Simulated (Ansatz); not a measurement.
**SiH2 (triplet): from Hartree-Fock to the top rungs, aug-cc-pVDZ**

How much of the correlation energy of SiH2 (triplet) does each wave-function method recover here?

Computed with Ansatz 0.2.0, Gaussian basis. Level: aug-cc-pVDZ, core rule «outside noble gas», up to 5 orbitals frozen.

The runs, in order: UHF; CCSD(T) on ROHF; CCSD(T) on UHF; BCCD(T) on ROHF; CISD; CCSDT(Q) on ROHF; CCSDT(Q) on UHF; CASSCF and MRCISD+Q, 6 electrons in 6 orbitals; CASSCF and NEVPT2, 6 electrons in 6 orbitals.

17 further runs of the same task are left out: 6 that didn't finish, 11 set aside as unsound or not needed.

### 1 The geometry

The geometry is a PBE0/def2-TZVPD stationary point (not a proven minimum) of the parent state, kept for this charge and spin.

3 atoms, charge 0, spin multiplicity 3.

Atoms are counted from 1 here; the program's logs count them from 0.

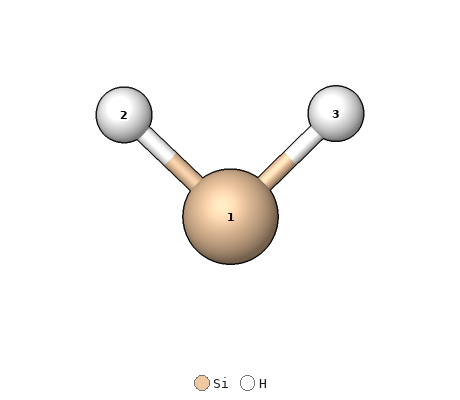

The structure; silicon light orange, hydrogen white; atoms are numbered from 1 in the order of the file.

In the tables R marks a restricted open-shell determinant and U an unrestricted one; 'valence' is the active space of 6 electrons in 6 orbitals; energies count from the table's Hartree-Fock row.

### 2 UHF

Contents of in.yaml:

```yaml
crystal:
  periodic: [false, false, false]
  atoms:
    - {symbol: Si, position_ang: [0.000000, -0.072260, 0.000000]}
    - {symbol: H, position_ang: [0.000000, 1.006740, 1.115800]}
    - {symbol: H, position_ang: [0.000000, 1.006740, -1.115800]}
basis:
  gaussian: {orbitals: aug-cc-pVDZ}
magnetization: {spin_polarized: true, initial_magnetization: 2}
hamiltonian: {xc: hf}
output: {orbitals: {seedname: orbitals}}
```

Run with:

```bash
$ ansatz run in.yaml --threads 1 --pin off --events-out ev --progress --plain --max-ram 2393MiB
```

The program printed:

```text
Functional definition: HF
  name "HF"
  cite "Fock, Z. Phys. 61, 126 (1930) doi:10.1007/BF01340294"
  parent pbe
  exchange = exact_x
  correlation = 0
446 factors; integrals over basis functions are off by at most 9.0e-4 eV
mean field evaluation 1: about -7890.3772 eV, gradient 6.6e0 eV
mean field evaluation 2: about -7890.3772 eV, gradient 6.6e0 eV
mean field evaluation 4: about -7891.1488 eV, gradient 9.5e-1 eV
mean field evaluation 8: about -7891.1793 eV, gradient 3.2e-3 eV
mean field -7891.17931800 eV, -289.9954911030 hartree, gradient 2.1e-5 eV, S^2 2.004821; 0 other end points of the search recorded, 0 dependent functions left out
reference -7891.17931800 eV, -289.9954911030 hartree; 9, 7 occupied and 36, 38 virtual orbitals, 446 factors
Total energy: -7891.17931800 eV, -289.9954911030 hartree
```

It took 0.21 s on 1 thread of Arm Neoverse V2, shared host.

From the report: ⟨S²⟩ of the determinant 2.005 (pure triplet: 2.00).

### 3 CCSD(T) on ROHF

in.yaml, as its differences from that of step 2:

```diff
@@ -8,4 +8,3 @@
   gaussian: {orbitals: aug-cc-pVDZ}
-magnetization: {spin_polarized: true, initial_magnetization: 2}
-hamiltonian: {xc: hf}
-output: {orbitals: {seedname: orbitals}}
+magnetization: {spin_polarized: false, initial_magnetization: 2}
+correlation: {method: ccsd_t, electrons: outside_noble_gas}
```

The command is unchanged.

The program printed, shortened:

```text
Functional definition: HF
  name "HF"
  cite "Fock, Z. Phys. 61, 126 (1930) doi:10.1007/BF01340294"
  parent pbe
[...]
446 factors; integrals over basis functions are off by at most 9.0e-4 eV
[...]
mean field -7891.13416134 eV, -289.9938316266 hartree, gradient 2.8e-6 eV, S^2 2.000000; 1 other end points of the search recorded, 0 dependent functions left out
determinant -7891.13416134 eV, -289.9938316266 hartree, with singles and doubles -7893.92628443 eV, -290.0964402572 hartree
determinant -7887.64980561 eV, -289.8657839150 hartree, with singles and doubles -7891.09962886 eV, -289.9925625810 hartree
5 core orbitals not correlated: weight in the atoms' cores, before any rotation towards them, 1.000 or more for the frozen orbitals, at most 0.000 for the correlated occupied ones
reference -7891.13416134 eV, -289.9938316266 hartree; 4, 2 occupied and 36, 38 virtual orbitals, 446 factors
second order -2.10973657 eV of doubles, -0.02992258 eV of singles
cycle   1  -2.78210221 eV  change   -8.4e-2 eV  update   1.6e-2
[...]
cycle   9  -2.79295914 eV  change    3.2e-6 eV  update   4.7e-6
perturbative correction -0.06999421 eV, -0.0025722398 hartree
Total energy: -7893.99711469 eV, -290.0990432216 hartree
```

Run time: 0.81 s. Hardware: 1 thread of Arm Neoverse V2, shared host.

From the report: correlation -2.8630 eV; T1 0.025; largest double amplitude 0.03.

### 4 CCSD(T) on UHF

in.yaml, as its differences from that of step 3:

```diff
@@ -8,3 +8,3 @@
   gaussian: {orbitals: aug-cc-pVDZ}
-magnetization: {spin_polarized: false, initial_magnetization: 2}
+magnetization: {spin_polarized: true, initial_magnetization: 2}
 correlation: {method: ccsd_t, electrons: outside_noble_gas}
```

Launched as before.

The program printed, shortened:

```text
Functional definition: HF
  name "HF"
  cite "Fock, Z. Phys. 61, 126 (1930) doi:10.1007/BF01340294"
  parent pbe
[...]
446 factors; integrals over basis functions are off by at most 9.0e-4 eV
[...]
mean field -7891.17931800 eV, -289.9954911030 hartree, gradient 1.9e-6 eV, S^2 2.004821; 1 other end points of the search recorded, 0 dependent functions left out
determinant -7891.17931800 eV, -289.9954911030 hartree, with singles and doubles -7893.92595725 eV, -290.0964282336 hartree
determinant -7888.02142848 eV, -289.8794408036 hartree, with singles and doubles -7891.10045510 eV, -289.9925929449 hartree
5 core orbitals not correlated: weight in the atoms' cores, before any rotation towards them, 1.000 or more for the frozen orbitals, at most 0.000 for the correlated occupied ones
reference -7891.17931800 eV, -289.9954911030 hartree; 4, 2 occupied and 36, 38 virtual orbitals, 446 factors
second order -2.10007982 eV of doubles, -0.00000000 eV of singles
cycle   1  -2.73782784 eV  change   -8.2e-2 eV  update   1.6e-2
[...]
cycle   9  -2.74866376 eV  change    2.4e-6 eV  update   4.6e-6
perturbative correction -0.06943776 eV, -0.0025517905 hartree
Total energy: -7893.99741952 eV, -290.0990544236 hartree
```

It took 0.81 s on 1 thread of Arm Neoverse V2, shared host.

From the report: ⟨S²⟩ of the determinant 2.005 (pure triplet: 2.00); correlation -2.8181 eV; T1 0.020; largest double amplitude 0.03.

### 5 BCCD(T) on ROHF

in.yaml, as its differences from that of step 4:

```diff
@@ -8,3 +8,3 @@
   gaussian: {orbitals: aug-cc-pVDZ}
-magnetization: {spin_polarized: true, initial_magnetization: 2}
-correlation: {method: ccsd_t, electrons: outside_noble_gas}
+magnetization: {spin_polarized: false, initial_magnetization: 2}
+correlation: {method: bccd_t, electrons: outside_noble_gas}
```

The command is unchanged.

The program printed, shortened:

```text
Functional definition: HF
  name "HF"
  cite "Fock, Z. Phys. 61, 126 (1930) doi:10.1007/BF01340294"
  parent pbe
[...]
446 factors; integrals over basis functions are off by at most 9.0e-4 eV
[...]
mean field -7891.13416134 eV, -289.9938316266 hartree, gradient 2.8e-6 eV, S^2 2.000000; 1 other end points of the search recorded, 0 dependent functions left out
determinant -7891.13416134 eV, -289.9938316266 hartree, with singles and doubles -7893.92628443 eV, -290.0964402572 hartree
determinant -7887.64980561 eV, -289.8657839150 hartree, with singles and doubles -7891.09962886 eV, -289.9925625810 hartree
5 core orbitals not correlated: weight in the atoms' cores, before any rotation towards them, 1.000 or more for the frozen orbitals, at most 0.000 for the correlated occupied ones
reference -7891.13416134 eV, -289.9938316266 hartree; 4, 2 occupied and 36, 38 virtual orbitals, 446 factors
second order -2.10973657 eV of doubles, -0.02992258 eV of singles
cycle   1  -2.78388573 eV  change   -8.6e-2 eV  update   1.7e-2
[...]
cycle   9  -2.78966137 eV  change    4.1e-6 eV  update   5.0e-6
perturbative correction -0.07330916 eV, -0.0026940618 hartree
Total energy: -7893.99713187 eV, -290.0990438529 hartree
```

Run time: 1.1 s. Hardware: 1 thread of Arm Neoverse V2, shared host.

From the report: correlation -2.8630 eV; largest double amplitude 0.03.

### 6 CISD

in.yaml, as its differences from that of step 5:

```diff
@@ -9,2 +9,2 @@
 magnetization: {spin_polarized: false, initial_magnetization: 2}
-correlation: {method: bccd_t, electrons: outside_noble_gas}
+correlation: {active_space: {ras: {orbitals: [2, 2, 36], electrons: 6, max_holes: 2, max_particles: 2}, fixed_orbitals: true}}
```

Launched as before.

The program printed:

```text
Functional definition: HF
  name "HF"
  cite "Fock, Z. Phys. 61, 126 (1930) doi:10.1007/BF01340294"
  parent pbe
  exchange = exact_x
  correlation = 0
446 factors; integrals over basis functions are off by at most 9.0e-4 eV
mean field evaluation 1: about -7890.2847 eV, gradient 7.4e0 eV
mean field evaluation 2: about -7890.2848 eV, gradient 7.4e0 eV
mean field evaluation 4: about -7891.1103 eV, gradient 1.1e0 eV
mean field evaluation 8: about -7891.1342 eV, gradient 1.6e-3 eV
mean field -7891.13416134 eV, -289.9938316266 hartree, gradient 2.8e-6 eV, S^2 2.000000; 0 other end points of the search recorded, 0 dependent functions left out
reference -7891.13416134 eV, -289.9938316266 hartree; 9, 7 occupied and 36, 38 virtual orbitals, 446 factors
state -7893.85694497 eV, -290.0938920791 hartree
Total energy: -7893.85694497 eV, -290.0938920791 hartree
```

It took 0.78 s on 1 thread of Arm Neoverse V2, shared host.

From the report: 13,216 determinants.

### 7 CCSDT(Q) on ROHF

in.yaml, as its differences from that of step 6:

```diff
@@ -9,2 +9,2 @@
 magnetization: {spin_polarized: false, initial_magnetization: 2}
-correlation: {active_space: {ras: {orbitals: [2, 2, 36], electrons: 6, max_holes: 2, max_particles: 2}, fixed_orbitals: true}}
+correlation: {method: ccsdt_q, electrons: outside_noble_gas}
```

The command is unchanged.

The program printed, shortened:

```text
Functional definition: HF
  name "HF"
  cite "Fock, Z. Phys. 61, 126 (1930) doi:10.1007/BF01340294"
  parent pbe
[...]
776 factors; integrals over basis functions are off by at most 2.4e-7 eV
[...]
mean field -7891.13417057 eV, -289.9938319655 hartree, gradient 2.8e-6 eV, S^2 2.000000; 1 other end points of the search recorded, 0 dependent functions left out
determinant -7891.13417057 eV, -289.9938319655 hartree, with singles and doubles -7893.92629163 eV, -290.0964405219 hartree
determinant -7887.64981634 eV, -289.8657843094 hartree, with singles and doubles -7891.09964049 eV, -289.9925630087 hartree
5 core orbitals not correlated: weight in the atoms' cores, before any rotation towards them, 1.000 or more for the frozen orbitals, at most 0.000 for the correlated occupied ones
reference -7891.13417057 eV, -289.9938319655 hartree; 4, 2 occupied and 36, 38 virtual orbitals, 776 factors
second order -2.10974342 eV of doubles, -0.02992257 eV of singles
cycle   1  -2.58972258 eV  change   -4.5e-1 eV  update   6.1e-2
[...]
cycle  15  -2.88532779 eV  change    5.2e-7 eV  update   3.5e-7
perturbative correction -0.00141984 eV, -0.0000521782 hartree
Total energy: -7894.02091820 eV, -290.0999179843 hartree
```

Run time: 13 s. Hardware: 1 thread of Arm Neoverse V2, shared host; peak memory 0.26 GiB.

From the report: correlation -2.8867 eV; T1 0.026; largest double amplitude 0.04.

### 8 CCSDT(Q) on UHF

in.yaml, as its differences from that of step 7:

```diff
@@ -8,3 +8,3 @@
   gaussian: {orbitals: aug-cc-pVDZ}
-magnetization: {spin_polarized: false, initial_magnetization: 2}
+magnetization: {spin_polarized: true, initial_magnetization: 2}
 correlation: {method: ccsdt_q, electrons: outside_noble_gas}
```

Launched as before.

The program printed, shortened:

```text
Functional definition: HF
  name "HF"
  cite "Fock, Z. Phys. 61, 126 (1930) doi:10.1007/BF01340294"
  parent pbe
[...]
776 factors; integrals over basis functions are off by at most 2.4e-7 eV
[...]
mean field -7891.17932720 eV, -289.9954914412 hartree, gradient 1.9e-6 eV, S^2 2.004821; 1 other end points of the search recorded, 0 dependent functions left out
determinant -7891.17932720 eV, -289.9954914412 hartree, with singles and doubles -7893.92596416 eV, -290.0964284876 hartree
determinant -7888.02144014 eV, -289.8794412322 hartree, with singles and doubles -7891.10046562 eV, -289.9925933315 hartree
5 core orbitals not correlated: weight in the atoms' cores, before any rotation towards them, 1.000 or more for the frozen orbitals, at most 0.000 for the correlated occupied ones
reference -7891.17932720 eV, -289.9954914412 hartree; 4, 2 occupied and 36, 38 virtual orbitals, 776 factors
second order -2.10008670 eV of doubles, -0.00000000 eV of singles
cycle   1  -2.54579644 eV  change   -4.5e-1 eV  update   6.1e-2
[...]
cycle  15  -2.84055111 eV  change    4.5e-7 eV  update   3.0e-7
perturbative correction -0.00152567 eV, -0.0000560672 hartree
Total energy: -7894.02140398 eV, -290.0999358363 hartree
```

Run time: 12 s. Hardware: 1 thread of Arm Neoverse V2, shared host.

From the report: ⟨S²⟩ of the determinant 2.005 (pure triplet: 2.00); correlation -2.8421 eV; T1 0.021; largest double amplitude 0.04.

### 9 CASSCF and MRCISD+Q, 6 electrons in 6 orbitals

Contents of in.yaml:

```yaml
crystal:
  periodic: [false, false, false]
  atoms:
    - {symbol: Si, position_ang: [0.000000, -0.072260, 0.000000]}
    - {symbol: H, position_ang: [0.000000, 1.006740, 1.115800]}
    - {symbol: H, position_ang: [0.000000, 1.006740, -1.115800]}
basis:
  gaussian: {orbitals: aug-cc-pVDZ}
magnetization: {spin_polarized: false, initial_magnetization: 2}
correlation: {method: fic_mrcisd_q, electrons: outside_noble_gas, active_space: {window: {electrons: 6, orbitals: 6}, shells: [{species: H, l: s, shell: 1}, {species: Si, l: s, shell: 3}, {species: Si, l: p, shell: 3}]}}
```

Launched as before.

The program printed, shortened:

```text
Functional definition: HF
  name "HF"
  cite "Fock, Z. Phys. 61, 126 (1930) doi:10.1007/BF01340294"
  parent pbe
[...]
776 factors; integrals over basis functions are off by at most 2.4e-7 eV
[...]
mean field -7891.13417057 eV, -289.9938319655 hartree, gradient 2.8e-6 eV, S^2 2.000000; 0 other end points of the search recorded, 0 dependent functions left out
reference -7891.13417057 eV, -289.9938319655 hartree; 9, 7 occupied and 36, 38 virtual orbitals, 776 factors
state -7892.06978527 eV, -290.0282151715 hartree
contracted CI cycle   1: correlation 0.00000000 eV, 0.0000000000 hartree, residual 9.52e0 eV
contracted CI cycle   2: correlation -1.76324581 eV, -0.0647980884 hartree, residual 2.09e0 eV
contracted CI cycle   3: correlation -1.84964071 eV, -0.0679730424 hartree, residual 5.20e-1 eV
contracted CI cycle   4: correlation -1.85489139 eV, -0.0681660012 hartree, residual 1.45e-1 eV
contracted CI cycle   5: correlation -1.85529368 eV, -0.0681807852 hartree, residual 3.81e-2 eV
contracted CI cycle   6: correlation -1.85532329 eV, -0.0681818732 hartree, residual 9.81e-3 eV
contracted CI cycle   7: correlation -1.85532534 eV, -0.0681819485 hartree, residual 2.79e-3 eV
contracted CI cycle   8: correlation -1.85532549 eV, -0.0681819542 hartree, residual 7.64e-4 eV
state -7892.06978527 eV, -290.0282151715 hartree; corrected -7894.01477179 eV, -290.0996921078 hartree
Total energy: -7894.01477179 eV, -290.0996921078 hartree
Checks for a lower state left out: starts, orbital_swaps
```

It took 0.96 s on 1 thread of Arm Neoverse V2, shared host.

From the report: 104 determinants; active occupations 1.98, 1.96, 1.01, 1.00, 0.03, 0.03.

### 10 CASSCF and NEVPT2, 6 electrons in 6 orbitals

Contents of in.yaml:

```yaml
crystal:
  periodic: [false, false, false]
  atoms:
    - {symbol: Si, position_ang: [0.000000, -0.072260, 0.000000]}
    - {symbol: H, position_ang: [0.000000, 1.006740, 1.115800]}
    - {symbol: H, position_ang: [0.000000, 1.006740, -1.115800]}
basis:
  gaussian: {orbitals: aug-cc-pVDZ}
magnetization: {spin_polarized: false, initial_magnetization: 2}
correlation: {method: sc_nevpt2, electrons: outside_noble_gas, active_space: {window: {electrons: 6, orbitals: 6}, shells: [{species: H, l: s, shell: 1}, {species: Si, l: s, shell: 3}, {species: Si, l: p, shell: 3}]}}
```

Same command.

The program printed:

```text
Functional definition: HF
  name "HF"
  cite "Fock, Z. Phys. 61, 126 (1930) doi:10.1007/BF01340294"
  parent pbe
  exchange = exact_x
  correlation = 0
776 factors; integrals over basis functions are off by at most 2.4e-7 eV
mean field evaluation 1: about -7890.2847 eV, gradient 7.4e0 eV
mean field evaluation 2: about -7890.2848 eV, gradient 7.4e0 eV
mean field evaluation 4: about -7891.1103 eV, gradient 1.1e0 eV
mean field evaluation 8: about -7891.1342 eV, gradient 1.6e-3 eV
mean field -7891.13417057 eV, -289.9938319655 hartree, gradient 2.8e-6 eV, S^2 2.000000; 0 other end points of the search recorded, 0 dependent functions left out
reference -7891.13417057 eV, -289.9938319655 hartree; 9, 7 occupied and 36, 38 virtual orbitals, 776 factors
state -7892.06978527 eV, -290.0282151715 hartree
state -7892.06978527 eV, -290.0282151715 hartree; corrected -7893.38303119 eV, -290.0764760691 hartree
Total energy: -7893.38303119 eV, -290.0764760691 hartree
Checks for a lower state left out: starts, orbital_swaps
```

Wall time 0.57 s (1 thread of Arm Neoverse V2, shared host).

From the report: 104 determinants; active occupations 1.98, 1.96, 1.01, 1.00, 0.03, 0.03.

### 11 Natural occupations

Natural occupations of the CASSCF valence state about the gap (report; correlated orbitals 1 to 6): 1.978, 1.962, 1.005, 1.000, 0.029, 0.026. The count of effectively unpaired electrons, Σ n²(2 − n)², is 2.01; a single determinant of this spin has 2.

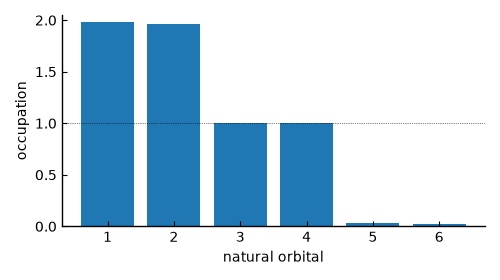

Natural occupations of the CASSCF valence state.

### 12 The ladder

The yardstick is UCCSDT(Q), where the cluster series has nearly closed. Rows without a time come out of other runs: HF, MP2 and CCSD of CCSD(T), CCSDT of CCSDT(Q), CASSCF and MRCISD of the multireference runs.

Differences are taken before rounding.

```
          method  energy from the lowest RHF (meV)  from UCCSDT(Q) (meV)    time
             RHF                               0.0               +2887.2        
             UHF                             -45.2               +2842.1        
            RMP2                           -2139.7                +747.6        
            UMP2                           -2145.2                +742.0        
            CISD                           -2722.8                +164.5  0.78 s
           RCCSD                           -2793.0                 +94.3        
           UCCSD                           -2793.8                 +93.4        
        RCCSD(T)                           -2863.0                 +24.3  0.81 s
        UCCSD(T)                           -2863.3                 +24.0  0.81 s
         BCCD(T)                           -2863.0                 +24.3   1.1 s
          RCCSDT                           -2885.3                  +1.9        
          UCCSDT                           -2885.7                  +1.5        
       RCCSDT(Q)                           -2886.8                  +0.5    13 s
       UCCSDT(Q)                           -2887.2                     0    12 s
  CASSCF valence                            -935.6               +1951.6        
  NEVPT2 valence                           -2248.9                +638.4  0.57 s
  MRCISD valence                           -2790.9                 +96.3        
MRCISD+Q valence                           -2880.6                  +6.6  0.96 s
```

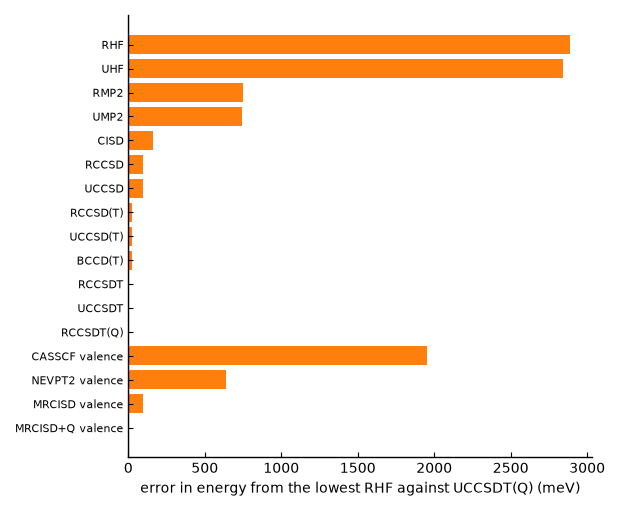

Error of each method against UCCSDT(Q).

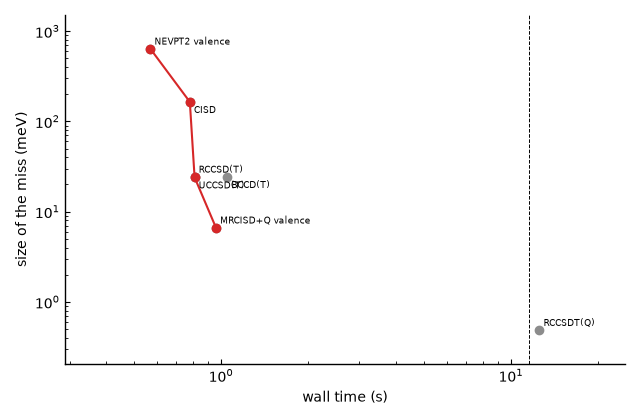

Accuracy for the time spent; red marks the levels that beat every quicker one drawn (of those quicker than the yardstick), and the dashed line is the time of UCCSDT(Q). Times are from a shared host. Runs this short are mostly start-up, so their order is noise.

### 13 Summary of results

```
                         quantity                                                                     value
   UCCSDT(Q) below the RHF energy                                                                -2.8872 eV
              RMP2 from UCCSDT(Q)                                                                +747.6 meV
              UMP2 from UCCSDT(Q)                                                                +742.0 meV
             RCCSD from UCCSDT(Q)                                                                 +94.3 meV
          RCCSD(T) from UCCSDT(Q)                                                                 +24.3 meV
          UCCSD(T) from UCCSDT(Q)                                                                 +24.0 meV
         RCCSDT(Q) from UCCSDT(Q)                                                                  +0.5 meV
    NEVPT2 valence from UCCSDT(Q)                                                                +638.4 meV
  MRCISD+Q valence from UCCSDT(Q)                                                                  +6.6 meV
levels within 1 kcal/mol (43 meV)  RCCSD(T), UCCSD(T), BCCD(T), RCCSDT, UCCSDT, RCCSDT(Q), MRCISD+Q valence
                    T1 diagnostic                                                                     0.025
   effectively unpaired electrons                                                                      2.01
```

**Reading.** RCCSD(T) misses by +24.3 meV, 0.8 % of the correlation energy. One determinant dominates. Of the multireference levels listed MRCISD+Q valence comes nearest in total energy (+6.6 meV), which doesn't show that its space is the better one. These misses are within one basis, not against nature; the frozen cores of restricted and unrestricted runs differ, which can shift their rows.
